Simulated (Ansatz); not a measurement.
# A hypothetical structure for VCuSnAs

Starting from a made-up structure for VCuSnAs, the aim is the relaxed cell, its shortest contacts and, where a second run follows, its electronic structure.

Main program and level: Ansatz 0.2.0; DFT, PBEsol, plane-wave PAW, files of the set soft_1, scalar-relativistic, ferromagnetic start, cell and ions relaxed at zero pressure; PAW set soft_1, in the first sound run; inputs show where later runs differ.

In doubt: warnings of the run leave room for a lower electronic state, so energies may not be the lowest and differences between runs may mislead.

## 1. Starting point

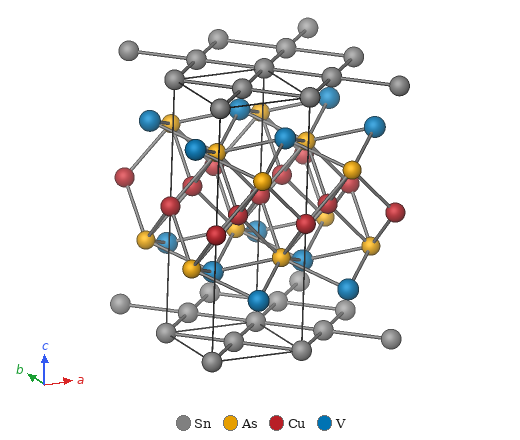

Start, viewed slightly off an axis; tin grey, arsenic orange, copper red, vanadium blue. 2×2×1 cells are drawn. Some periodic images of atoms are drawn too.

## 2. Relaxation of the guess

The guess takes its coordinates from another compound and its volume from a rule, so the cell and any free coordinates are relaxed together.

Input file input.yaml:

```yaml
crystal:
  lattice:
    - [3.715, 0.0, 0.0]
    - [0.0, 3.715, 0.0]
    - [0.0, 0.0, 9.829]
  atoms:
    - { symbol: Sn, position: [0.0, 0.0, 0.0] }
    - { symbol: Sn, position: [0.5, 0.5, 0.0] }
    - { symbol: As, position: [0.5, 0.0, 0.69] }
    - { symbol: As, position: [0.0, 0.5, 0.31] }
    - { symbol: Cu, position: [0.0, 0.0, 0.5], spin: 0.6 }
    - { symbol: Cu, position: [0.5, 0.5, 0.5], spin: 0.6 }
    - { symbol: V, position: [0.5, 0.0, 0.2192], spin: 2.0 }
    - { symbol: V, position: [0.0, 0.5, 0.7808], spin: 2.0 }
magnetization:
  spin_polarized: true
kpoints:
  mp_grid: { grid: [7, 7, 3] }
scf:
  occupations: { method: fermi_dirac, width: 0.05 }
hamiltonian:
  xc: pbesol
  pseudopotentials: { kind: paw, azcp: { folder: soft_1 }, xc_functional: pbe }
relax:
  f_tol: 0.015
  max_steps: 70
  cell: {}
output:
  forces: true
  stress: true
```

On the command line:

```bash
$ ansatz run input.yaml --threads 4 --pin off --max-ram 10240MiB --backend cpu --events-out ev --progress --plain --runs-dir out
```

Numbers of over 12 decimals in the logs are rounded to 6 here.

The log of the run:

```text
Engine: ansatz 0.2.0, aarch64-unknown-linux-gnu
Pseudopotentials: kind: paw
Pseudopotential: Sn, paw, valence charge 14, recommended cutoff 420 eV (normal), soft_1/Sn.paw.azcp
Pseudopotential: As, paw, valence charge 15, recommended cutoff 420 eV (normal), soft_1/As.paw.azcp
Pseudopotential: Cu, paw, valence charge 19, recommended cutoff 420 eV (normal), soft_1/Cu.paw.azcp
Pseudopotential: V, paw, valence charge 13, recommended cutoff 420 eV (normal), soft_1/V.paw.azcp
Functional definition: PBEsol
  exchange = pbesol_x
  correlation = pbesol_c
Crystal: 8 atoms, lattice volume = 135.652 Å³
Basis set: ecut = 420 eV, 2665 PW (Γ), exchange–correlation on 50×50×144 points (8 copies of the dense FFT grid, shifted against one another)
Bands: 77, of which v1, the nominal top of the filled ones, is band 61 counted from 1 (60 counted from 0)
Symmetry: 16 space group operations
Space group: P4/nmm (ITA 129), of the structure as read, at distance tolerance 5.1e-5 Å
Magnetic group: BNS 129.411 (UNI 1071), of the structure as read, at distance tolerance 5.1e-5 Å
k-points: 20 of 147
Non-local potential: Sn, projectors of the file, l = 0: 2, l = 1: 2, l = 2: 2, l = 3: 1
Non-local potential: As, projectors of the file, l = 0: 2, l = 1: 2, l = 2: 3, l = 3: 1
Non-local potential: Cu, projectors of the file, l = 0: 3, l = 1: 2, l = 2: 3, l = 3: 1
Non-local potential: V, projectors of the file, l = 0: 3, l = 1: 2, l = 2: 3, l = 3: 1
PAW form: soft (Blöchl's): semilocal exchange-correlation on the pseudo side does not see the compensation charge
PAW frozen core: Sn, regenerated for the run's functional, and the local potential with it (the file was generated under x = pbe(κ = 0.804, μ = 0.219515), c = pbe(β = 0.066725))
PAW frozen core: As, regenerated for the run's functional, and the local potential with it (the file was generated under x = pbe(κ = 0.804, μ = 0.219515), c = pbe(β = 0.066725))
PAW frozen core: Cu, regenerated for the run's functional, and the local potential with it (the file was generated under x = pbe(κ = 0.804, μ = 0.219515), c = pbe(β = 0.066725))
PAW frozen core: V, regenerated for the run's functional, and the local potential with it (the file was generated under x = pbe(κ = 0.804, μ = 0.219515), c = pbe(β = 0.066725))
PAW one-centre angular grid: Sn, 590 points (default); XC on 64 Gauss nodes
PAW one-centre angular grid: As, 590 points (default); XC on 64 Gauss nodes
PAW one-centre angular grid: Cu, 590 points (default); XC on 64 Gauss nodes
PAW one-centre angular grid: V, 590 points (default); XC on 64 Gauss nodes
Initial density: superposition of atomic densities (chi_scale 0.1, normalization cell)
Starting moments: Σ|m| = 5.2 μB on 4 of 8 sites
Initial wavefunctions: pseudopotential atomic-orbital guess
Functional: x = pbesol(κ = 0.804, μ = 0.123457), c = pbesol(β = 0.046)
SCF iter   1: F=—  HF=-40474.990767 eV  |F-HF|=—  |Δ(HF+E_count)|=         —  Δρ=1.30e-1 (↑1.30e-1 ↓1.14e-1)  dr2=8.65e1  dr2_m=2.29e-1  M=3.349 μB ∫|m|=4.142 μB  β_m=0.30  ethr=3.10e-3  ⟨swp⟩=6.0  Hψ=11149  notcnv=0  defer=2
Mixer restart at iter 1: flushing history
preconditioner: auto → Kerker (q_TF=auto, 2.680 Å⁻¹)  [metal: Δε(μ)=0.004 eV  Ē_g=11.868 eV  σ=0.050 eV  W_gap=0.02  n_scr=48 (ndim 8)  ℏωp=26.7 eV  f_vac=0.000  D(μ)=10.86/eV (n_scr^D=118)]
spin=Collinear: Kerker preconditioning applied to the charge; magnetization (m = ρ↑ − ρ↓) channel mixes plain (no charge-response kernel on spin).
SCF iter   2: F=—  HF=-40474.395559 eV  |F-HF|=—  |Δ(HF+E_count)|=   5.95e-1  Δρ=5.18e-2 (↑4.98e-2 ↓5.18e-2)  dr2=6.07e0  dr2_m=2.06e-1  M=2.747 μB ∫|m|=3.767 μB  β_m=0.26  ethr=3.10e-3  ⟨swp⟩=4.0  Hψ=7822  notcnv=0  defer=187
SCF iter   3: F=—  HF=-40471.938749 eV  |F-HF|=—  |Δ(HF+E_count)|=    2.46e0  Δρ=1.49e-2 (↑1.42e-2 ↓1.49e-2)  dr2=1.19e0  dr2_m=1.22e-1  M=2.764 μB ∫|m|=3.822 μB  β_m=0.37  ethr=3.10e-3  ⟨swp⟩=2.0  Hψ=6427  notcnv=0  defer=213
SCF iter   4: F=—  HF=-40472.040370 eV  |F-HF|=—  |Δ(HF+E_count)|=   1.02e-1  Δρ=1.52e-2 (↑1.52e-2 ↓1.47e-2)  dr2=2.38e0  dr2_m=2.48e-2  M=2.718 μB ∫|m|=3.751 μB  β_m=0.56  ethr=9.78e-4  ⟨swp⟩=2.0  Hψ=6345  notcnv=0  defer=210
SCF iter   5: F=—  HF=-40472.051793 eV  |F-HF|=—  |Δ(HF+E_count)|=   1.14e-2  Δρ=9.04e-3 (↑9.04e-3 ↓4.96e-3)  dr2=1.59e-1  dr2_m=1.52e-2  M=2.534 μB ∫|m|=3.512 μB  β_m=0.69  ethr=9.78e-4  ⟨swp⟩=2.3  Hψ=4293  notcnv=0  defer=210
SCF iter   6: F=—  HF=-40472.097925 eV  |F-HF|=—  |Δ(HF+E_count)|=         —  Δρ=1.10e-2 (↑1.10e-2 ↓7.47e-3)  dr2=1.12e-1  dr2_m=6.97e-2  M=2.246 μB ∫|m|=2.998 μB  β_m=0.69  ethr=1.31e-4  ⟨swp⟩=2.2  Hψ=6061  notcnv=0  defer=199
SCF iter   7: F=—  HF=-40472.105231 eV  |F-HF|=—  |Δ(HF+E_count)|=   7.31e-3  Δρ=1.00e-2 (↑1.00e-2 ↓6.09e-3)  dr2=2.68e-1  dr2_m=2.35e-2  M=2.174 μB ∫|m|=2.842 μB  β_m=0.85  ethr=9.19e-5  ⟨swp⟩=2.0  Hψ=3544  notcnv=0  defer=199
SCF iter   8: F=—  HF=-40472.100083 eV  |F-HF|=—  |Δ(HF+E_count)|=   5.15e-3  Δρ=3.40e-3 (↑3.40e-3 ↓2.20e-3)  dr2=4.43e-2  dr2_m=1.87e-3  M=2.119 μB ∫|m|=2.725 μB  β_m=0.78  ethr=9.19e-5  ⟨swp⟩=2.0  Hψ=4410  notcnv=0  defer=198
SCF iter   9: F=—  HF=-40472.095931 eV  |F-HF|=—  |Δ(HF+E_count)|=   4.15e-3  Δρ=1.28e-3 (↑1.28e-3 ↓1.08e-3)  dr2=9.06e-3  dr2_m=6.36e-5  M=2.117 μB ∫|m|=2.723 μB  β_m=0.79  ethr=3.63e-5  ⟨swp⟩=2.1  Hψ=3646  notcnv=0  defer=164
SCF iter  10: F=—  HF=-40472.095788 eV  |F-HF|=—  |Δ(HF+E_count)|=   1.43e-4  Δρ=8.30e-4 (↑8.30e-4 ↓7.46e-4)  dr2=4.36e-3  dr2_m=1.00e-4  M=2.115 μB ∫|m|=2.725 μB  β_m=0.72  ethr=7.43e-6  ⟨swp⟩=1.9  Hψ=3261  notcnv=0  defer=164
SCF iter  11: F=—  HF=-40472.095312 eV  |F-HF|=—  |Δ(HF+E_count)|=   4.76e-4  Δρ=1.27e-4 (↑1.09e-4 ↓1.27e-4)  dr2=2.13e-4  dr2_m=1.58e-6  M=2.111 μB ∫|m|=2.720 μB  β_m=0.80  ethr=3.57e-6  ⟨swp⟩=1.6  Hψ=3128  notcnv=0  defer=164
SCF iter  12: F=—  HF=-40472.095328 eV  |F-HF|=—  |Δ(HF+E_count)|=   1.63e-5  Δρ=1.81e-4 (↑1.81e-4 ↓1.06e-4)  dr2=1.45e-4  dr2_m=3.75e-6  M=2.112 μB ∫|m|=2.722 μB  β_m=0.69  ethr=1.74e-7  ⟨swp⟩=1.9  Hψ=3299  notcnv=0  defer=164
SCF iter  13: F=—  HF=-40472.095321 eV  |F-HF|=—  |Δ(HF+E_count)|=   7.66e-6  Δρ=2.68e-5 (↑2.68e-5 ↓1.43e-5)  dr2=3.29e-6  dr2_m=2.27e-7  M=2.112 μB ∫|m|=2.722 μB  β_m=0.73  ethr=1.19e-7  ⟨swp⟩=2.0  Hψ=3831  notcnv=0  defer=165
SCF iter  14: F=—  HF=-40472.095322 eV  |F-HF|=—  |Δ(HF+E_count)|=   1.27e-6  Δρ=3.04e-5 (↑3.04e-5 ↓2.83e-5)  dr2=6.16e-6  dr2_m=2.50e-8  M=2.112 μB ∫|m|=2.722 μB  β_m=0.73  ethr=2.70e-9  ⟨swp⟩=2.0  Hψ=4897  notcnv=0  defer=165
[...]
iter 1 solved again at ethr=1.25e-7 eV; its pass at ethr=3.10e-3 eV (dr2=1.52e-4 eV) is discarded
SCF iter   1: F=—  HF=-40473.046362 eV  |F-HF|=—  |Δ(HF+E_count)|=         —  Δρ=6.48e-4 (↑6.48e-4 ↓5.96e-4)  dr2=6.10e-5  dr2_m=4.80e-6  M=2.890 μB ∫|m|=3.736 μB  β_m=0.65  ethr=1.25e-7  ⟨swp⟩=3.6  Hψ=18959  notcnv=0
preconditioner: auto → Kerker (q_TF=auto, 2.390 Å⁻¹)  [metal: Δε(μ)=0.015 eV  Ē_g=12.427 eV  σ=0.050 eV  W_gap=0.08  n_scr=30 (ndim 8)  ℏωp=27.3 eV  f_vac=0.000  D(μ)=6.33/eV (n_scr^D=56)]
spin=Collinear: Kerker preconditioning applied to the charge; magnetization (m = ρ↑ − ρ↓) channel mixes plain (no charge-response kernel on spin).
SCF iter   2: F=—  HF=-40473.047531 eV  |F-HF|=—  |Δ(HF+E_count)|=   1.17e-3  Δρ=3.07e-4 (↑3.07e-4 ↓2.89e-4)  dr2=1.37e-4  dr2_m=6.17e-7  M=2.890 μB ∫|m|=3.736 μB  β_m=0.56  ethr=5.00e-8  ⟨swp⟩=2.0  Hψ=5521  notcnv=0
SCF iter   3: F=—  HF=-40473.047655 eV  |F-HF|=—  |Δ(HF+E_count)|=   1.24e-4  Δρ=2.04e-4 (↑2.04e-4 ↓1.91e-4)  dr2=8.74e-5  dr2_m=1.91e-7  M=2.890 μB ∫|m|=3.736 μB  β_m=0.45  ethr=5.00e-8  ⟨swp⟩=2.0  Hψ=5510  notcnv=0
SCF iter   4: F=—  HF=-40473.047650 eV  |F-HF|=—  |Δ(HF+E_count)|=   5.31e-6  Δρ=2.89e-5 (↑2.89e-5 ↓1.50e-5)  dr2=1.25e-6  dr2_m=1.88e-7  M=2.891 μB ∫|m|=3.737 μB  β_m=0.69  ethr=5.00e-8  ⟨swp⟩=2.0  Hψ=5455  notcnv=0
SCF iter   5: F=—  HF=-40473.047653 eV  |F-HF|=—  |Δ(HF+E_count)|=   3.27e-6  Δρ=1.57e-5 (↑1.57e-5 ↓1.19e-5)  dr2=5.71e-7  dr2_m=2.35e-8  M=2.891 μB ∫|m|=3.737 μB  β_m=0.84  ethr=1.02e-9  ⟨swp⟩=2.0  Hψ=5163  notcnv=0
SCF iter   6: F=—  HF=-40473.047654 eV  |F-HF|=—  |Δ(HF+E_count)|=   9.98e-7  Δρ=1.01e-5 (↑1.01e-5 ↓2.90e-6)  dr2=3.53e-7  dr2_m=2.53e-8  M=2.891 μB ∫|m|=3.737 μB  β_m=0.85  ethr=4.68e-10  ⟨swp⟩=2.0  Hψ=4904  notcnv=0
SCF iter   7: F=—  HF=-40473.047654 eV  |F-HF|=—  |Δ(HF+E_count)|=   1.77e-8  Δρ=3.79e-6 (↑3.79e-6 ↓3.45e-6)  dr2=5.58e-8  dr2_m=8.25e-10  M=2.891 μB ∫|m|=3.737 μB  β_m=0.93  ethr=2.90e-10  ⟨swp⟩=2.0  Hψ=5245  notcnv=0
SCF iter   8: F=—  HF=-40473.047654 eV  |F-HF|=—  |Δ(HF+E_count)|=   1.51e-8  Δρ=3.25e-6 (↑3.25e-6 ↓1.67e-6)  dr2=2.31e-8  dr2_m=2.52e-9  M=2.891 μB ∫|m|=3.737 μB  β_m=0.87  ethr=4.57e-11  ⟨swp⟩=2.0  Hψ=4103  notcnv=0
SCF iter   9: F=—  HF=-40473.047654 eV  |F-HF|=—  |Δ(HF+E_count)|=   3.93e-8  Δρ=7.80e-7 (↑7.80e-7 ↓7.07e-7)  dr2=1.28e-9  dr2_m=3.53e-11  M=2.891 μB ∫|m|=3.737 μB  β_m=0.93  ethr=1.89e-11  ⟨swp⟩=2.0  Hψ=5247  notcnv=0
SCF iter  10: F=—  HF=-40473.047654 eV  |F-HF|=—  |Δ(HF+E_count)|=   2.81e-9  Δρ=7.94e-7 (↑7.94e-7 ↓2.32e-7)  dr2=8.43e-10  dr2_m=2.15e-10  M=2.891 μB ∫|m|=3.737 μB  β_m=0.94  ethr=1.05e-12  ⟨swp⟩=2.0  Hψ=5164  notcnv=0
SCF iter  11: F=—  HF=-40473.047654 eV  |F-HF|=—  |Δ(HF+E_count)|=  2.47e-10  Δρ=4.29e-7 (↑4.29e-7 ↓2.01e-7)  dr2=3.78e-10  dr2_m=4.35e-11  M=2.891 μB ∫|m|=3.737 μB  β_m=0.78  ethr=1.00e-12  ⟨swp⟩=2.1  Hψ=5251  notcnv=0
SCF iter  12: F=—  HF=-40473.047654 eV  |F-HF|=—  |Δ(HF+E_count)|=  1.16e-10  Δρ=1.45e-7 (↑1.45e-7 ↓6.50e-8)  dr2=5.55e-11  dr2_m=3.72e-12  M=2.891 μB ∫|m|=3.737 μB  β_m=0.89  ethr=1.00e-12  ⟨swp⟩=1.9  Hψ=3250  notcnv=0
SCF iter  13: F=-40473.047654 eV  HF=-40473.047654 eV  |F-HF|=5.82e-11  |Δ(HF+E_count)|=  2.91e-11  Δρ=1.35e-7 (↑1.35e-7 ↓4.65e-8)  dr2=6.57e-11  dr2_m=2.96e-12  M=2.891 μB ∫|m|=3.737 μB  ethr=1.00e-12  ⟨swp⟩=3.0  Hψ=9002  notcnv=0
SCF 9 converged in 13 iterations: F = -40473.047654 eV  dr2 = 6.57e-11
relax step   9: F+E_penalty+E_count = -40473.04765443 eV  Δ(F+E_penalty+E_count) = -5.304e-4 eV  max|allowed force component| = 8.382e-4 eV/Å  Δτ_max = 0.0000 Å  P = +0.016 GPa  Ω = 129.505 Å³  stress off target by 3.95e-2 GPa  SCF on the basis re-selected at this cell (its energy is not comparable with the rows above)  (13 SCF iters)
basis re-selected at this cell: Δ(F+E_penalty+E_count) = -5.304e-4 eV, ΔP = +0.017 GPa vs the last step (what re-selecting the basis moved, of the pressure what is left beyond the Pulay correction that the steps carried, after the strain that the cell walked since its last selection, with what the two solves' SCF thresholds leave and, on support functions, any second-order correction that the steps lacked; it is no measure of the basis error at this ecutwfc). The dense FFT grid was sized anew with the basis: this SCF ran on 27×27×60 points, the steps before it on 25×25×72, so part of this shift can come from that change (see relax.cell in the input reference). [rest of the remark cut]
WARN: an SCF from ferrimagnetic starting moments (0.00, 0.00, 0.00, 0.00, 0.60, 0.60, -2.00, 2.00 Bohr magnetons, atom by atom) was not made, by what the run has read of turns of its moments that order reads lower: the deck asks for what bars it, or types moments that do (magnetization.spin_polarized, in the input reference, names some of the keys), or the run goes by scf.lower_state_search: light, the default, which as a rule tries one only behind a close that has lost an order of both signs, or on which an open d or half-filled 4f shell of a PAW file has lost a moment that was set nearer to Hund's than to what is left; [rest of the remark cut]
SCF converged after 13 iterations
Magnetization: 2.8911 μB (62.4456 up, 59.5544 down)
Absolute magnetization: 3.7430 μB (∫|ρ↑−ρ↓|, with the PAW one-centre terms)
Spin contamination: 0.1702 ħ² per cell (⟨S²⟩ above its minimum at these occupations)
Per-site moments (μB) at R_I (Å): [(-0.056640, 1.138245), (-0.056640, 1.138245), (-0.055732, 1.023142), (-0.055732, 1.023142), (-0.023479, 1.023142), (-0.023479, 1.023142), (1.502469, 1.166287), (1.502469, 1.166287)]
Free energy (F): -40473.047654 eV
Harris-Foulkes:  -40473.047654 eV  (|F-HF|=5.82e-11)
Internal energy: -40472.994925 eV  (E = F + TS)
E sigma→0 (E₀):  -40473.021290 eV
Entropy (-TS):   -0.052730 eV (-6.591 meV/atom)
Fermi energy:    15.159349 eV
--- Per-component energies (eV) ---
  E_band       = -1532.365267
  E_kinetic    = 1654.458722
  E_local      = -19314.526919  (includes V_loc(G=0)·N_el)
  E_nonlocal   = 1468.305833
  E_hartree    = 9112.877681
  E_xc         = -757.840754
  E_vxc        = -780.190701  (∫ρ·V_xc dr)
  E_paw        = -18296.006008  (= ΣΔE_a)
  E_vpaw       = -2786.172290  (= ΣTr[D̂ρ^β])
  E_aug_tail   = 0.004694  (compensation charges beyond the density's cutoff)
  E_ewald      = -14343.482476
  E_core_change = 3.214303  (= ΣΔE_core)
  E_smearing   = -0.052730  (= −TS)
  E_closure    = -0.000000  (closes the sum)
  Σ components = -40473.047654   (vs F -40473.047654, Δ=0.00e0)
--- Forces (eV/Å), atoms counted from 1 ---
  atom   1  Sn     0.00000000     0.00000000     0.00000000
  atom   2  Sn     0.00000000     0.00000000     0.00000000
  atom   3  As     0.00000000     0.00000000    -0.00004979
  atom   4  As     0.00000000     0.00000000     0.00004979
  atom   5  Cu     0.00000000     0.00000000    -0.00000000
  atom   6  Cu     0.00000000     0.00000000    -0.00000000
  atom   7  V      0.00000000     0.00000000     0.00083816
  atom   8  V      0.00000000     0.00000000    -0.00083816
  max |Σ_I F_I| component: 2.08e-17 eV/Å
--- Stress (GPa, compression-positive) ---
        0.039484       0.000000       0.000000
        0.000000       0.039484       0.000000
        0.000000       0.000000      -0.031465
  P = ⅓ Tr σ = 0.0158 GPa (0.158 kbar)
--- Relaxed structure (8 steps of the walk, 8 accepted, 1 SCFs on fresh bases) ---
  F+E_penalty+E_count = -40473.04765443 eV   max|allowed force component| = 8.382e-4 eV/Å   (the final SCF, on the basis selected at the relaxed cell)
  cell:  # Å, volume = 129.5054 Å³
    - [3.902354, 0, 0.0]
    - [0, 3.902354, 0.0]
    - [0.0, 0.0, 8.504222]
  atoms:
    - { symbol: Sn, position: [0, 0, 1.3236774920974717e-19] }
    - { symbol: Sn, position: [0.5, 0.5, 1.3236774920974717e-19] }
    - { symbol: As, position: [0.5, 0, 0.680069] }
    - { symbol: As, position: [0, 0.5, 0.319931] }
    - { symbol: Cu, position: [0, 0, 0.500000] }
    - { symbol: Cu, position: [0.5, 0.5, 0.500000] }
    - { symbol: V, position: [0.5, 0, 0.247464] }
    - { symbol: V, position: [0, 0.5, 0.752536] }
```

The job ended after 98 s (4 threads of Arm Neoverse V1, shared host; peak memory 0.8 GiB; 6 min of CPU time).

Step by step:

```csv
step,energy less that of the first step (eV),largest force component (eV/Å),pressure (GPa),volume (Å³)
1,0.0000,0.5752,-1.92,135.65
2,-0.4994,0.5203,-0.95,132.19
3,-0.8528,0.2430,0.83,129.23
4,-0.9356,0.2456,0.72,128.34
5,-0.9387,0.1407,-1.31,131.39
6,-0.9517,0.0178,0.16,129.33
7,-0.9517,0.0148,-0.07,129.58
8,-0.9518,0.0007,0.00,129.51
9*,-0.9523,0.0008,0.02,129.51
```

Relaxation steps marked * repeat the geometry before them on a plane-wave basis chosen anew for their cell, so energy and pressure can jump there.

The run keeps the 16 symmetry operations that it works with, so distortions that break them were not tested.

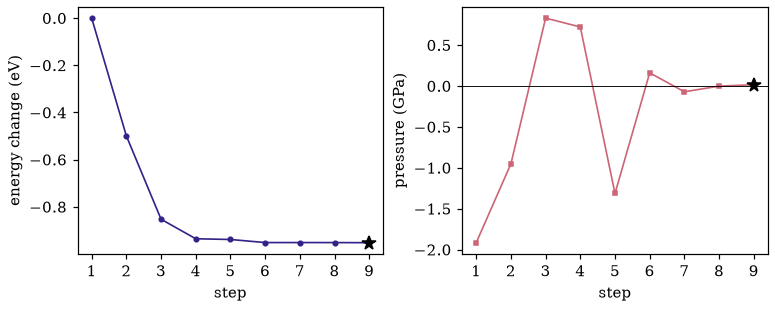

Energy and pressure along the relaxation. Stars mark steps on a basis chosen anew.

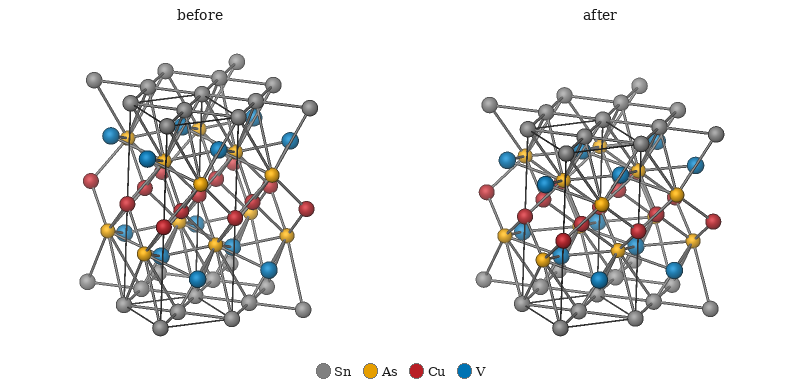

Before and after, at one scale.

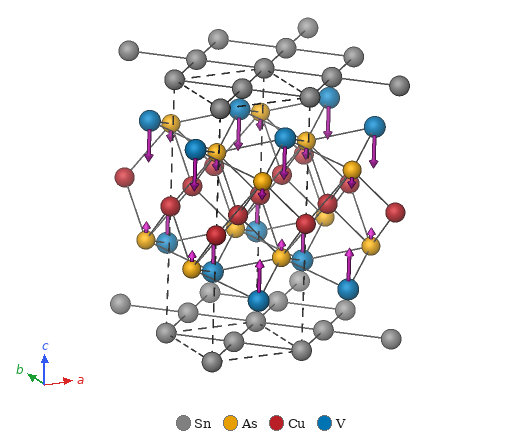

Displacements in the relaxation, exaggerated, measured against the changing cell; the longest in the cell stands for 0.24 Å. 2×2×1 cells are drawn. Some periodic images of atoms are drawn too.

```csv
cell as run,before,after,change
a (Å),3.715,3.902,+5.0 %
b (Å),3.715,3.902,+5.0 %
c (Å),9.829,8.504,-13.5 %
volume (Å³/atom),16.96,16.19,-4.5 %
```

The atoms that moved most (Å, as changes of fractional coordinates times the final cell):

```csv
atom,dx,dy,dz,length
V8,0.000,0.000,-0.240,0.240
V7,0.000,0.000,0.240,0.240
As3,0.000,0.000,-0.084,0.084
As4,0.000,0.000,0.084,0.084
```

This step gave:

| Quantity | Value |
| --- | --- |
| free energy | -40473.0477 eV |
| energy at zero smearing | -40473.0213 eV |
| smearing term TS | 0.05273 eV |
| Fermi energy | 15.16 eV |
| magnetization | 2.891 μB |
| absolute magnetization | 3.743 μB |
| site moments | -0.05664, -0.05664, -0.05573, -0.05573, -0.02348, -0.02348, 1.502, 1.502 μB |
| electrons | 122 |
| symmetry operations | 16 |
| pressure | 0.01583 GPa |

Site moment by atom:

```csv
atom,site moment (μB)
Sn1,-0.06
Sn2,-0.06
As3,-0.06
As4,-0.06
Cu5,-0.02
Cu6,-0.02
V7,1.50
V8,1.50
```

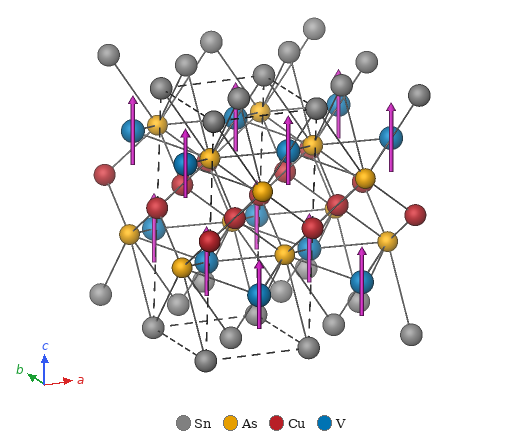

Site moment as arrows, the longest 1.50 μB. Up and down stand for the sign. Arrows give size and sign along the axis of quantisation, drawn up and down the page. 2×2×1 cells are drawn. Some periodic images of atoms are drawn too.

The shortest distance of each pair, which need not be the same contact before and after:

```csv
pair,guess (Å),relaxed (Å)
As–Cu,2.634,2.480
Sn–Sn,2.627,2.759
Cu–Cu,2.627,2.759
As–V,2.774,2.827
Sn–V,2.845,2.870
```

The relaxation ends with a largest force component of 8.4e-4 eV/Å and a pressure of 0.02 GPa.

[end of part 1 of 2]

[Logs are printed without paths, hosts, clocks, repeated set-up lines and the standing remarks that a program may print on its own settings, such as how far it seeks lower states.]

[Hosts, paths, dates, database ids (printed as entryN), source tags and the programs' standing remarks are cut or masked in the printed files.]
